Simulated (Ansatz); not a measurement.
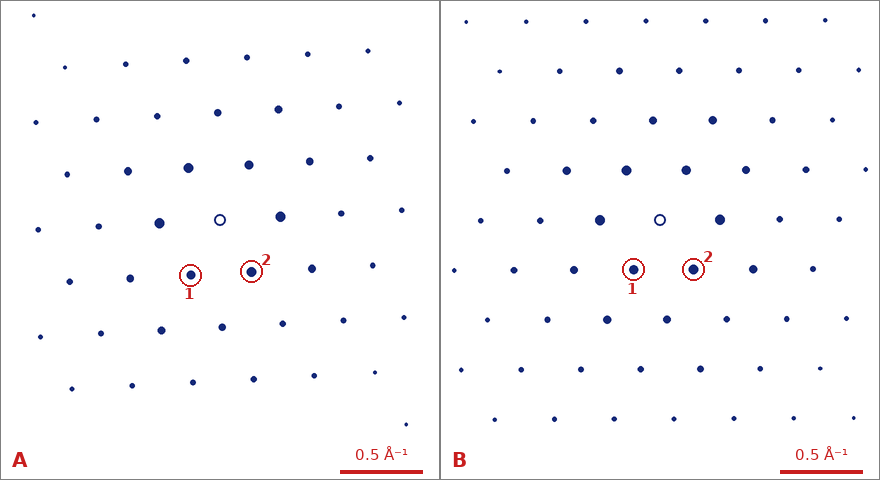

Kinematic electron diffraction patterns (200 kV, B = 0.5 Å², same scale) along [111] of the run's own cell, for the start and the end of one relaxation of Lu2AlN2 with DFT, PAW plane waves, r2scan (Ansatz). k mesh 7×7×7. The start is a generated model structure, and the relaxation ends in the nearest stationary point of its symmetry, not necessarily the ground state. Spot 1 is -1 1 0 and spot 2 is -1 0 1 in both.

Start structure:

```
CELL_PARAMETERS angstrom
0.00000 3.69072 0.00000
3.69072 0.00000 0.00000
1.84536 1.84536 -5.86617
ATOMIC_POSITIONS crystal
Lu 0.34400 0.34400 0.31200
Lu 0.65600 0.65600 0.68800
Al 0.00000 0.00000 0.00000
N 0.25000 0.75000 0.50000
N 0.75000 0.25000 0.50000
```

> Which pattern belongs to the start structure, and which to the relaxed one?

A is the start: its cell gives d(1) = 2.610 Å, d(2) = 2.684 Å and an angle of 59.1°. B is the relaxed structure, with d(1) = 2.891 Å (+10.8 %), d(2) = 2.725 Å (+1.5 %) and 61.9°.

> What did the relaxation do to the structure and the energy?

The volume changed by +14.7 % to 18.33 Å³ an atom; with the mean shift removed, the atoms moved by up to 0.23 Å relative to the cell (Lu most); the space group stayed I4/mmm (No. 139); the free energy fell by 210 meV an atom. Relaxed cell: a = 4.088 Å, b = 4.088 Å, c = 6.198 Å, α = 70.74°, β = 70.74°, γ = 90.00°.
